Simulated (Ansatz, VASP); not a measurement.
# ZnSe (Stilleite) in two plane-wave programs, part 2 of 2

Wanted: the spread between two codes on one cell, functional and k mesh. The cell is taken from a series of VASP runs on this material, whose earlier steps may have relaxed, scaled or displaced it; both programs get it as it stands. Valence electrons are named where the data sets of a main pair hold unlike numbers.

VASP 6.6.1 and Ansatz 0.2.0.

So far. Step 2 (VASP: band structure, HSE06, spin-orbit coupling): The k-mesh is coarse for exact exchange; levels may shift by about 0.1 eV on a finer one.

**3. Ansatz: band structure, HSE06, spin-orbit coupling**

Level of this step: Ansatz beside VASP: Kohn-Sham DFT, plane waves, HSE06, spin-orbit coupling (Ansatz).

Ansatz runs on its fully relativistic PAW (standard-fr) files.

The same cell, functional, mesh and smearing now go to Ansatz, which takes its cutoff from its data sets.

File input.yaml:

```yaml
crystal:
  lattice:
    - [0.0, 2.8338, 2.8338]
    - [2.8338, 0.0, 2.8338]
    - [2.8338, 2.8338, 0.0]
  atoms:
    - { symbol: Se, position: [0.75, 0.75, 0.75] }
    - { symbol: Zn, position: [0.0, 0.0, 0.0] }
hamiltonian:
  xc: { exchange: pbe, correlation: pbe, exx: { coeff: 0.25, omega: 0.2 } }
  pseudopotentials: { kind: paw_fr }
magnetization:
  noncollinear: true
  spin_orbit: true
kpoints:
  mp_grid: { grid: [5, 5, 5] }
  band_path:
    path:
      - [0.0, 0.0, 0.0]
      - [0.5, 0.0, 0.5]
      - [0.5, 0.22222, 0.72222]
      - [0.40278, 0.34722, 0.75]
      - [0.125, 0.125, 0.25]
      - [0.27778, 0.27778, 0.27778]
      - [0.55556, 0.38889, 0.55556]
      - [0.58333, 0.25, 0.66667]
      - [0.5, 0.30556, 0.69444]
      - [0.48611, 0.48611, 0.52778]
      - [0.625, 0.25, 0.625]
      - [0.5, 0.0, 0.5]
    npoints: 1
scf:
  occupations: { method: gaussian, width: 0.03 }
  n_extra_bands: 14
output:
  forces: true
  stress: true
  eigenvalues: true
  write_density: true
  write_potential: true
  elf: true
  volumetric_format: npy
```

Command:

```sh
> ansatz run input.yaml --threads 4 --pin off --max-ram 9216MiB --backend cpu --events-out ev --progress --plain --runs-dir out
```

Numbers of over 12 decimals in the logs are rounded to 6 here.

The log of the run:

```text
Warning: output.stress: scf.convergence.dr2_threshold = 1e-7 eV (the SCF's general default) is looser than the 2e-10 eV advised for a printed stress (1e-10 eV for each atom of the cell: 2). What an SCF threshold leaves in a stress goes as its square root, and in the free energy as the threshold itself, and one threshold admits the most on a small cell: [figures from the program's tests cut] Set scf.convergence.dr2_threshold to 2e-10 eV or tighter. The threshold is an SCF's pass mark: one that does not reach it within its budget of iterations ends unconverged, or closes short of it on a stop that the run arms, and scf.convergence.dr2_threshold's page says what that costs each kind of run
Warning: output.stress: scf.exx.energy_threshold = 1e-6 eV is looser than the 2e-8 eV advised for a stress under a hybrid functional (1e-8 eV for each atom of the cell: 2). Every SCF of the exchange loop can meet its threshold on dr2 while the loop round them stops early: no threshold on dr2 bounds what that leaves in the stress. Set scf.exx.energy_threshold to 2e-8 eV or tighter. The threshold is the loop's pass mark: a loop that does not reach it within its budget of cycles ends unconverged, and scf.exx.energy_threshold's page has the law
scf.n_extra_bands = 14 over 28 filled bands (N_el = 28.0): the run solves 42 bands
Engine: ansatz 0.2.0, x86_64-unknown-linux-gnu
Pseudopotentials: kind: paw_fr
Pseudopotential: Se, paw_fr, valence charge 16, recommended cutoff 420 eV (normal), Se.paw.azcp#standard-fr
Pseudopotential: Zn, paw_fr, valence charge 12, recommended cutoff 420 eV (normal), Zn.paw.azcp#standard-fr
Functional definition: unnamed
  parameter a_1 = 0.25
  parameter omega_1 = 0.2/angstrom
  exchange = pbe_x + (-a_1)*pbe_x_sr(omega_1) + a_1*exact_x_sr(omega_1)
  correlation = pbe_c
non-collinear run that drives no moment, with spin-orbit: no starting moment large enough to seed its density (crystal.atoms[].spin), no starting occupations that ask for one, no magnetisation constraint and no magnetic field, so the semilocal B_xc is pinned to zero
Crystal: 2 atoms, lattice volume = 45.513 Å³
Basis set: ecut = 420 eV, 893 PW (Γ), exchange–correlation on 54×54×54 points (8 copies of the dense FFT grid, shifted against one another)
Bands: 42, of which v1, the nominal top of the filled ones, is band 28 counted from 1 (27 counted from 0)
Symmetry: 24 space group operations + 24 with time reversal
Magnetic group: BNS 216.75 (UNI 1577), of the structure as read, at distance tolerance 3.6e-5 Å
k-points: 10 of 125 (time reversal used)
Projection manifold: j_resolved (fully-relativistic pseudo-atomic orbitals)
Non-local potential: Se, projectors of the file, l = 0: 2, l = 1: 4, l = 2: 6, l = 3: 2
Non-local potential: Zn, projectors of the file, l = 0: 2, l = 1: 4, l = 2: 6, l = 3: 2
PAW form: soft (Blöchl's): semilocal exchange-correlation on the pseudo side does not see the compensation charge
PAW frozen core: Se, regenerated for the run's functional, and the local potential with it (the file was generated under x = pbe(κ = 0.804, μ = 0.219515), c = pbe(β = 0.066725))
PAW frozen core: Zn, regenerated for the run's functional, and the local potential with it (the file was generated under x = pbe(κ = 0.804, μ = 0.219515), c = pbe(β = 0.066725))
PAW one-centre angular grid: Se, 590 points (default); XC on 193 of its mesh's 2701 points in the sphere
PAW one-centre angular grid: Zn, 590 points (default); XC on 197 of its mesh's 2673 points in the sphere
Initial density: superposition of atomic densities (chi_scale 0.1, normalization cell, long waves kept (reshape's long-wave potential 0.00 eV rms))
Initial wavefunctions: pseudopotential atomic-orbital guess
Functional: x = pbe(κ = 0.804, μ = 0.219515), c = pbe(β = 0.066725), warm-up for x = pbe(κ = 0.804, μ = 0.219515) + 0.25 (exact − pbe) at short range (hse, ω = 0.2 Å⁻¹), c = pbe(β = 0.066725)
SCF iter   1: F=—  HF=-8790.062226 eV  |F-HF|=—  |Δ(HF+E_count)|=         —  Δρ=5.76e-2  dr2=9.46e-1  dr2_m=0.00e0 (ungated)  ethr=1.00e-1  |M|=0.00e0 ∫|m|=0.00e0 μB  |m|>n=0.0e0 m-floor=0.0e0 τ_xc=0.0e0  β_m=0.30  ⟨swp⟩=6.5  Hψ=1537  notcnv=0
preconditioner: auto → none  [insulator: Δε(μ)=1.071 eV  Ē_g=15.393 eV  σ=0.030 eV  W_gap=1.00  n_scr=14 (ndim 8)  ℏωp=23.4 eV  f_vac=0.061  D(μ)=0.00/eV (n_scr^D=0)]
SCF iter   2: F=—  HF=-8789.789745 eV  |F-HF|=—  |Δ(HF+E_count)|=   2.72e-1  Δρ=2.29e-2  dr2=1.36e-1  dr2_m=0.00e0 (ungated)  ethr=3.38e-3  |M|=0.00e0 ∫|m|=0.00e0 μB  |m|>n=0.0e0 m-floor=0.0e0 τ_xc=0.0e0  β_m=0.35  ⟨swp⟩=3.2  Hψ=1013  notcnv=0
SCF iter   3: F=—  HF=-8789.749701 eV  |F-HF|=—  |Δ(HF+E_count)|=   4.00e-2  Δρ=1.25e-2  dr2=3.87e-2  dr2_m=0.00e0 (ungated)  ethr=4.85e-4  |M|=0.00e0 ∫|m|=0.00e0 μB  |m|>n=0.0e0 m-floor=0.0e0 τ_xc=0.0e0  β_m=0.50  ⟨swp⟩=3.7  Hψ=946  notcnv=0  defer=4
iter 4 solved again at ethr=4.90e-6 eV; its pass at ethr=1.38e-4 eV (dr2=1.37e-3 eV) is discarded
SCF iter   4: F=—  HF=-8789.740261 eV  |F-HF|=—  |Δ(HF+E_count)|=   9.44e-3  Δρ=2.12e-3  dr2=1.34e-3  dr2_m=0.00e0 (ungated)  ethr=4.90e-6  |M|=0.00e0 ∫|m|=0.00e0 μB  |m|>n=0.0e0 m-floor=0.0e0 τ_xc=0.0e0  β_m=0.59  ⟨swp⟩=3.0  Hψ=1804  notcnv=0  defer=6
[...]
preconditioner: auto → none  [insulator: Δε(μ)=2.243 eV  Ē_g=17.072 eV  σ=0.030 eV  W_gap=1.00  n_scr=14 (ndim 8)  ℏωp=23.4 eV  f_vac=0.121  D(μ)=0.00/eV (n_scr^D=0)]
SCF iter   2: F=—  HF=-8789.813382 eV  |F-HF|=—  |Δ(HF+E_count)|=   3.58e-2  Δρ=5.77e-3  dr2=8.87e-3  dr2_m=0.00e0 (ungated)  ethr=3.44e-8  |M|=0.00e0 ∫|m|=0.00e0 μB  |m|>n=0.0e0 m-floor=0.0e0 τ_xc=0.0e0  β_m=0.43  ⟨swp⟩=5.0  Hψ=1715  notcnv=0
SCF iter   3: F=—  HF=-8789.822466 eV  |F-HF|=—  |Δ(HF+E_count)|=   9.08e-3  Δρ=2.92e-3  dr2=2.06e-3  dr2_m=0.00e0 (ungated)  ethr=3.44e-8  |M|=0.00e0 ∫|m|=0.00e0 μB  |m|>n=0.0e0 m-floor=0.0e0 τ_xc=0.0e0  β_m=0.43  ⟨swp⟩=4.7  Hψ=1554  notcnv=0
SCF iter   4: F=—  HF=-8789.822465 eV  |F-HF|=—  |Δ(HF+E_count)|=   7.86e-7  Δρ=8.09e-4  dr2=1.54e-4  dr2_m=0.00e0 (ungated)  ethr=3.44e-8  |M|=0.00e0 ∫|m|=0.00e0 μB  |m|>n=0.0e0 m-floor=0.0e0 τ_xc=0.0e0  β_m=0.64  ⟨swp⟩=4.0  Hψ=1388  notcnv=0
SCF iter   5: F=—  HF=-8789.822729 eV  |F-HF|=—  |Δ(HF+E_count)|=   2.64e-4  Δρ=1.70e-4  dr2=1.44e-5  dr2_m=0.00e0 (ungated)  ethr=3.44e-8  |M|=0.00e0 ∫|m|=0.00e0 μB  |m|>n=0.0e0 m-floor=0.0e0 τ_xc=0.0e0  β_m=0.64  ⟨swp⟩=4.2  Hψ=1300  notcnv=0  defer=2
SCF iter   6: F=-8789.822724 eV  HF=-8789.822725 eV  |F-HF|=1.30e-6  |Δ(HF+E_count)|=   3.79e-6  Δρ=5.41e-5  dr2=3.88e-6  dr2_m=0.00e0 (ungated)  ethr=3.44e-8  |M|=0.00e0 ∫|m|=0.00e0 μB  |m|>n=0.0e0 m-floor=0.0e0 τ_xc=0.0e0  ⟨swp⟩=3.0  Hψ=874  notcnv=0
SCF 2 stopped early in 6 iterations: F = -8789.822724 eV  dr2 = 3.88e-6
hybrid outer 1: dexx = +1.166e-2 eV, tail = 7.51e-5 eV
Projection manifold: j_resolved (fully-relativistic pseudo-atomic orbitals)
Exchange kernel: α = 0.2500, screened, ω = 0.2000 Å⁻¹, Wigner–Seitz truncation, v(0) = 1126.4038 eV·Å³, q-mesh 5×5×5, nearest image of the exchange supercell L = 20.04 Å, pair-density grid 15×15×15, without the augmentation charges, whose exchange is taken in its separable form by FFT convolution over the k-point mesh (sized by the pseudopotential files, 24×24×24 at the most), smooth part of the exact exchange by density-matrix convolution
Frozen-core exchange: fock
SCF iter   1: F=—  HF=-8789.822363 eV  |F-HF|=—  |Δ(HF+E_count)|=         —  Δρ=1.22e-4  dr2=4.55e-6  dr2_m=0.00e0 (ungated)  ethr=1.34e-6  |M|=0.00e0 ∫|m|=0.00e0 μB  |m|>n=0.0e0 m-floor=0.0e0 τ_xc=0.0e0  β_m=0.30  ⟨swp⟩=4.7  Hψ=905  notcnv=0
preconditioner: auto → none  [insulator: Δε(μ)=2.296 eV  Ē_g=16.792 eV  σ=0.030 eV  W_gap=1.00  n_scr=14 (ndim 8)  ℏωp=23.4 eV  f_vac=0.122  D(μ)=0.00/eV (n_scr^D=0)]
SCF iter   2: F=—  HF=-8789.822363 eV  |F-HF|=—  |Δ(HF+E_count)|=   1.74e-8  Δρ=5.51e-5  dr2=7.82e-7  dr2_m=0.00e0 (ungated)  ethr=1.51e-8  |M|=0.00e0 ∫|m|=0.00e0 μB  |m|>n=0.0e0 m-floor=0.0e0 τ_xc=0.0e0  β_m=0.45  ⟨swp⟩=4.0  Hψ=1117  notcnv=0
SCF iter   3: F=—  HF=-8789.822364 eV  |F-HF|=—  |Δ(HF+E_count)|=   1.08e-6  Δρ=3.10e-5  dr2=2.50e-7  dr2_m=0.00e0 (ungated)  ethr=2.06e-9  |M|=0.00e0 ∫|m|=0.00e0 μB  |m|>n=0.0e0 m-floor=0.0e0 τ_xc=0.0e0  β_m=0.45  ⟨swp⟩=3.3  Hψ=800  notcnv=0  defer=4
SCF iter   4: F=—  HF=-8789.822364 eV  |F-HF|=—  |Δ(HF+E_count)|=   7.20e-8  Δρ=1.09e-5  dr2=1.75e-8  dr2_m=0.00e0 (ungated)  ethr=7.88e-10  |M|=0.00e0 ∫|m|=0.00e0 μB  |m|>n=0.0e0 m-floor=0.0e0 τ_xc=0.0e0  β_m=0.55  ⟨swp⟩=3.2  Hψ=809  notcnv=0  defer=4
SCF iter   5: F=-8789.822364 eV  HF=-8789.822364 eV  |F-HF|=1.60e-10  |Δ(HF+E_count)|=   4.31e-9  Δρ=1.75e-6  dr2=3.37e-9  dr2_m=0.00e0 (ungated)  ethr=5.27e-11  |M|=0.00e0 ∫|m|=0.00e0 μB  |m|>n=0.0e0 m-floor=0.0e0 τ_xc=0.0e0  ⟨swp⟩=4.1  Hψ=964  notcnv=0  defer=6
SCF 3 converged in 5 iterations: F = -8789.822364 eV  dr2 = 3.37e-9
  Residual-converged pass: ⟨swp⟩=3.0  Hψ=835  notcnv=0  max |occ|·‖R‖ = 2.1e-6 eV (tolerance 2.4e-6 eV)  dr2=3.36e-9  dr2_m=0.00e0 (ungated)  dr2_onsite=3.57e-10  max |Δocc| = 0.0e0
hybrid outer 2: dexx = +1.274e-6 eV, tail = 3.89e-8 eV, Δε = 3.29e-3 eV (about 1.10e-4 eV left of the loop's levels)
NSCF: frozen V_eff on 12 k-points
hybrid SCF converged: 2 outer / 11 inner (+6 warm-up), last move |dexx| = 1.27e-6 eV, tail = 3.89e-8 eV
Magnetization: |M| = 0.0000 μB,  M = (+0.0000, +0.0000, +0.0000) μB
Absolute magnetization: 0.0000 μB (∫|m|)
  site 0: m = (+0.0000, +0.0000, +0.0000) μB, |m| = 0.0000 μB  (R = 1.01 Å)
  site 1: m = (+0.0000, +0.0000, +0.0000) μB, |m| = 0.0000 μB  (R = 1.01 Å)
Free energy (F): -8789.822364 eV
Frozen-core exchange: fock
Harris-Foulkes:  -8789.822364 eV  (|F-HF|=1.60e-10)
Internal energy: -8789.822364 eV  (E = F + TS)
E sigma→0 (E₀):  -8789.822364 eV
Fermi energy:    7.418201 eV
--- Per-component energies (eV) ---
  E_band       = -455.069265
  E_kinetic    = 249.156677
  E_local      = -4401.522688  (includes V_loc(G=0)·N_el)
  E_nonlocal   = 22.655627
  E_hartree    = 2044.551689
  E_xc         = -192.104355
  E_vxc        = -119.950716  (∫ρ·V_xc dr)
  E_exx        = -110.581085  (= α·E_x^exact, valence–valence)
  E_paw        = -3680.608451  (= ΣΔE_a)
  E_vpaw       = -73.346559  (= ΣTr[D̂ρ^β])
  E_aug_tail   = -0.000895  (compensation charges beyond the density's cutoff)
  E_ewald      = -2720.942845
  E_core_change = -0.426039  (= ΣΔE_core)
  E_smearing   = -0.000000  (= −TS)
  E_closure    = 0.000001  (closes the sum)
  Σ components = -8789.822364   (vs F -8789.822364, Δ=0.00e0)
--- Forces (eV/Å), atoms counted from 1 ---
  atom   1  Se     0.00000000    -0.00000000    -0.00000000
  atom   2  Zn    -0.00000000     0.00000000    -0.00000000
  max |Σ_I F_I| component: 1.55e-16 eV/Å
--- Stress (GPa, compression-positive) ---
        1.207474       0.000000      -0.000000
       -0.000000       1.207474       0.000000
       -0.000000       0.000000       1.207474
  P = ⅓ Tr σ = 1.2075 GPa (12.075 kbar)
--- Band table (eV; the first three rows and the last of 10) ---
  k-point 0: bands = [... 24 lower, 6.2695, 6.2695, 6.2695, 6.2695, 8.5666, 8.5666, 13.0002, 13.0002, ... 10 higher]
  k-point 1: bands = [... 24 lower, 5.6381, 5.6381, 5.9011, 5.9121, 9.9552, 9.9552, 13.3741, 13.3741, ... 10 higher]
  k-point 2: bands = [... 24 lower, 5.1547, 5.1547, 5.4139, 5.4204, 9.8616, 9.8616, 13.6717, 13.6717, ... 10 higher]
  k-point 9: bands = [... 24 lower, 3.0406, 3.1942, 3.9424, 4.0206, 12.2096, 12.2819, 12.5236, 12.6270, ... 10 higher]
```

Run time: 4.6 min. Hardware: 4 threads of Intel Xeon Platinum 8259CL at 2.50GHz (Skylake/Cascade Lake), shared host; peak memory 1.5 GiB; 17 min of CPU time.

**4. Side by side**

Known differences besides the potentials themselves: spin-orbit coupling enters by fully relativistic files in Ansatz and inside the spheres in VASP; exact exchange at q = 0 is treated differently, which shows on coarse meshes; VASP keeps PBE cores, Ansatz makes them for the functional; the data sets hold 28 valence electrons in Ansatz (on its fully relativistic PAW (standard-fr) files) and 18 in VASP; the cutoff is 420 eV in Ansatz and 350 eV in VASP; VASP takes a coarser grid for exact exchange (PRECFOCK = Fast). Total energies have different zeros and are not compared.

The two programs side by side:

| quantity | Ansatz | VASP | difference |
| --- | --- | --- | --- |
| gap over the path points (eV) | 2.297 | 2.285 | +0.012 |

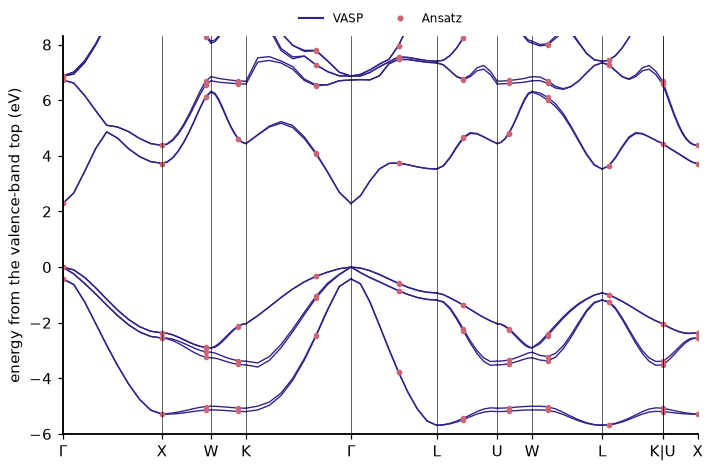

Bands from VASP (lines) and levels from Ansatz (dots). Dots without a line are higher empty bands that the VASP plot leaves out.

Levels at points of the path, from each program's valence-band top (eV; 8 filled, then empty):

| k (reciprocal lattice) | Ansatz | VASP |
| --- | --- | --- |
| 0.000 0.000 0.000 | -8.00 -8.00 -0.43 -0.43 0.00 0.00 0.00 0.00 2.30 2.30 6.73 6.73 6.88 6.88 | -7.92 -7.92 -0.42 -0.42 0.00 0.00 0.00 0.00 2.29 2.29 6.73 6.73 6.87 6.87 |
| 0.500 0.000 0.500 | -7.75 -7.75 -5.29 -5.29 -2.55 -2.55 -2.36 -2.36 3.72 3.72 4.37 4.37 12.01 12.01 | -7.67 -7.67 -5.28 -5.28 -2.55 -2.55 -2.36 -2.36 3.73 3.73 4.38 4.38 12.02 12.02 |
| 0.500 0.222 0.722 | -7.71 -7.63 -5.14 -5.01 -3.25 -3.05 -2.89 -2.89 6.10 6.12 6.55 6.69 8.27 8.34 | -7.63 -7.54 -5.14 -5.01 -3.24 -3.04 -2.89 -2.89 6.11 6.13 6.55 6.68 8.28 8.34 |
| 0.403 0.347 0.750 | -7.74 -7.66 -5.19 -5.07 -3.50 -3.37 -2.14 -2.11 4.60 4.61 6.59 6.70 9.77 9.85 | -7.65 -7.57 -5.19 -5.07 -3.50 -3.36 -2.13 -2.11 4.60 4.62 6.59 6.69 9.77 9.85 |
| 0.125 0.125 0.250 | -8.00 -7.97 -2.49 -2.44 -1.12 -1.05 -0.33 -0.33 4.08 4.12 6.52 6.55 7.28 7.28 | -7.92 -7.88 -2.48 -2.44 -1.11 -1.05 -0.33 -0.33 4.07 4.11 6.52 6.55 7.27 7.27 |
| 0.278 0.278 0.278 | -7.99 -7.96 -3.78 -3.78 -0.85 -0.85 -0.59 -0.58 3.75 3.75 7.47 7.47 7.56 7.56 | -7.91 -7.87 -3.78 -3.78 -0.85 -0.85 -0.59 -0.58 3.74 3.74 7.47 7.47 7.55 7.55 |
| 0.556 0.389 0.556 | -7.80 -7.73 -5.48 -5.43 -2.31 -2.24 -1.37 -1.37 4.64 4.68 6.74 6.76 8.25 8.25 | -7.71 -7.64 -5.48 -5.43 -2.31 -2.24 -1.37 -1.37 4.64 4.68 6.74 6.77 8.25 8.25 |
| 0.583 0.250 0.667 | -7.73 -7.65 -5.18 -5.06 -3.48 -3.34 -2.24 -2.21 4.79 4.82 6.60 6.71 9.45 9.51 | -7.65 -7.57 -5.18 -5.06 -3.47 -3.34 -2.24 -2.21 4.80 4.82 6.60 6.71 9.45 9.51 |
| 0.500 0.306 0.694 | -7.74 -7.65 -5.15 -5.02 -3.38 -3.22 -2.47 -2.40 6.01 6.10 6.60 6.70 7.99 8.04 | -7.65 -7.56 -5.15 -5.02 -3.37 -3.22 -2.46 -2.40 6.01 6.11 6.60 6.70 7.99 8.03 |
| 0.486 0.486 0.528 | -7.80 -7.78 -5.68 -5.67 -1.27 -1.25 -0.99 -0.99 3.63 3.65 7.27 7.27 7.44 7.44 | -7.71 -7.69 -5.68 -5.67 -1.26 -1.24 -0.99 -0.99 3.63 3.65 7.27 7.27 7.43 7.44 |

Among the levels compared at these points, filled levels agree within 88 meV and empty ones within 12 meV.

**5. Results**

```json
{"largest difference of a filled level at the path points (band structure, HSE06, spin-orbit coupling)": "88 meV"}
```

The largest difference of a filled level at the path points is 88 meV (band structure, HSE06, spin-orbit coupling), beyond the 80 meV picked in this series as the mark of a large difference. The data sets hold unlike numbers of valence electrons (28 in Ansatz and 18 in VASP), so part of the differences comes from the potentials. Such differences can come from data sets, numerical settings and the points named under the comparisons, not from the functional's error against experiment.

[Lines on the potential files, build, host, timing and source positions are cut from VASP's logs without a mark.]

[Logs are printed without paths, hosts, clocks, repeated set-up lines and the standing remarks that a program may print on its own settings, such as how far it seeks lower states.]

[Hosts, paths, dates, database ids (printed as entryN), source tags and the programs' standing remarks are cut or masked in the printed files.]
